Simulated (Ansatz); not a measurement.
## BH$_{4}$O$_{2}$F: nudged elastic band

The run: nudged elastic band of BH$_{4}$O$_{2}$F. Method and program: RKS r2SCAN/def2-SVP (Ansatz 0.2.0).

One setting was made poor on purpose. It belongs to a series of runs on one base structure; here: band between the two ends.

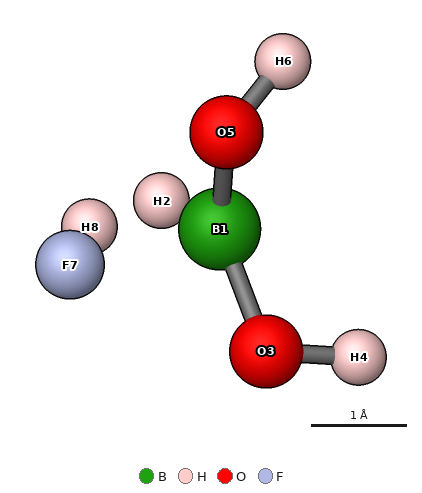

The starting structure (ball-and-stick view, seen at a tilt; atoms are numbered from 1 in the order of the input). Bond lengths as drawn: B–O 1.41 Å and H–O 1.01 Å.

### The input
```yaml
crystal:
  periodic: [false, false, false]
  atoms:
    - { symbol: B, position_ang: [0.0, 0.0, 0.0] }
    - { symbol: H, position_ang: [0.0, 0.0, 1.54] }
    - { symbol: O, position_ang: [1.2211, 0.0, -0.705] }
    - { symbol: H, position_ang: [1.5209, -0.9519, -0.8599] }
    - { symbol: O, position_ang: [-1.2211, 0.0, -0.705] }
    - { symbol: H, position_ang: [-1.7308, -0.8467, -0.4965] }
    - { symbol: F, position_ang: [0.0726, 1.5356, 0.5108] }
    - { symbol: H, position_ang: [0.041, 0.8666, 1.4996] }
basis:
  gaussian: { orbitals: def2-SVP }
hamiltonian:
  xc: r2scan
neb:
  order_check: false
  images: 9
  f_tol: 0.05
  max_iterations: 60
  final_atoms:
    - { symbol: B, position_ang: [0.0, 0.0, 0.0] }
    - { symbol: H, position_ang: [0.0, 0.0, 1.54] }
    - { symbol: O, position_ang: [1.2211, 0.0, -0.705] }
    - { symbol: H, position_ang: [1.5209, -0.9519, -0.8599] }
    - { symbol: O, position_ang: [-1.2211, 0.0, -0.705] }
    - { symbol: H, position_ang: [-1.7308, -0.8467, -0.4965] }
    - { symbol: F, position_ang: [0.0726, 1.5356, 0.5108] }
    - { symbol: H, position_ang: [0.041, 0.8666, 1.4996] }
  initial_path:
    images:
      - { positions_ang: [[0.0, 0.0, 0.0], [0.0, 0.0, 1.54], [1.2211, 0.0, -0.705], [1.5209, -0.9519, -0.8599], [-1.2211, 0.0, -0.705], [-1.7308, -0.8467, -0.4965], [0.0726, 1.5356, 0.5108], [0.041, 0.8666, 1.4996]] }
      - { positions_ang: [[0.0, 0.0, 0.0], [0.0, 0.0, 1.54], [1.2211, 0.0, -0.705], [1.5209, -0.9519, -0.8599], [-1.2211, 0.0, -0.705], [-1.7308, -0.8467, -0.4965], [0.0726, 1.5356, 0.5108], [0.041, 0.8666, 1.4996]] }
      - { positions_ang: [[0.0, 0.0, 0.0], [0.0, 0.0, 1.54], [1.2211, 0.0, -0.705], [1.5209, -0.9519, -0.8599], [-1.2211, 0.0, -0.705], [-1.7308, -0.8467, -0.4965], [0.0726, 1.5356, 0.5108], [0.041, 0.8666, 1.4996]] }
      - { positions_ang: [[0.0, 0.0, 0.0], [0.0, 0.0, 1.54], [1.2211, 0.0, -0.705], [1.5209, -0.9519, -0.8599], [-1.2211, 0.0, -0.705], [-1.7308, -0.8467, -0.4965], [0.0726, 1.5356, 0.5108], [0.041, 0.8666, 1.4996]] }
      - { positions_ang: [[0.0, 0.0, 0.0], [0.0, 0.0, 1.54], [1.2211, 0.0, -0.705], [1.5209, -0.9519, -0.8599], [-1.2211, 0.0, -0.705], [-1.7308, -0.8467, -0.4965], [0.0726, 1.5356, 0.5108], [0.041, 0.8666, 1.4996]] }
      - { positions_ang: [[0.0, 0.0, 0.0], [0.0, 0.0, 1.54], [1.2211, 0.0, -0.705], [1.5209, -0.9519, -0.8599], [-1.2211, 0.0, -0.705], [-1.7308, -0.8467, -0.4965], [0.0726, 1.5356, 0.5108], [0.041, 0.8666, 1.4996]] }
      - { positions_ang: [[0.0, 0.0, 0.0], [0.0, 0.0, 1.54], [1.2211, 0.0, -0.705], [1.5209, -0.9519, -0.8599], [-1.2211, 0.0, -0.705], [-1.7308, -0.8467, -0.4965], [0.0726, 1.5356, 0.5108], [0.041, 0.8666, 1.4996]] }
      - { positions_ang: [[0.0, 0.0, 0.0], [0.0, 0.0, 1.54], [1.2211, 0.0, -0.705], [1.5209, -0.9519, -0.8599], [-1.2211, 0.0, -0.705], [-1.7308, -0.8467, -0.4965], [0.0726, 1.5356, 0.5108], [0.041, 0.8666, 1.4996]] }
      - { positions_ang: [[0.0, 0.0, 0.0], [0.0, 0.0, 1.54], [1.2211, 0.0, -0.705], [1.5209, -0.9519, -0.8599], [-1.2211, 0.0, -0.705], [-1.7308, -0.8467, -0.4965], [0.0726, 1.5356, 0.5108], [0.041, 0.8666, 1.4996]] }
      - { positions_ang: [[0.0, 0.0, 0.0], [0.0, 0.0, 1.54], [1.2211, 0.0, -0.705], [1.5209, -0.9519, -0.8599], [-1.2211, 0.0, -0.705], [-1.7308, -0.8467, -0.4965], [0.0726, 1.5356, 0.5108], [0.041, 0.8666, 1.4996]] }
      - { positions_ang: [[0.0, 0.0, 0.0], [0.0, 0.0, 1.54], [1.2211, 0.0, -0.705], [1.5209, -0.9519, -0.8599], [-1.2211, 0.0, -0.705], [-1.7308, -0.8467, -0.4965], [0.0726, 1.5356, 0.5108], [0.041, 0.8666, 1.4996]] }
```

Launch command:
```bash
ansatz run input.yaml --threads 2 --pin off --max-ram 3072MiB --backend cpu --events-out ev --progress --plain --runs-dir out
```

### Output
```
Error: invalid value for `neb.final_atoms`: is identical to crystal.atoms — the two endpoints must differ for a path to exist
```

### Outcome

```csv
quantity,value
outcome,refused by the program
hardware,"2 threads of AMD EPYC (Zen 3), 32 GiB of memory available, shared host"
```

### What went wrong

The program refused the input: “invalid value for `neb.final_atoms`: is identical to crystal.atoms — the two endpoints must differ for a path to exist” A deliberately poor setting: ends not relaxed.
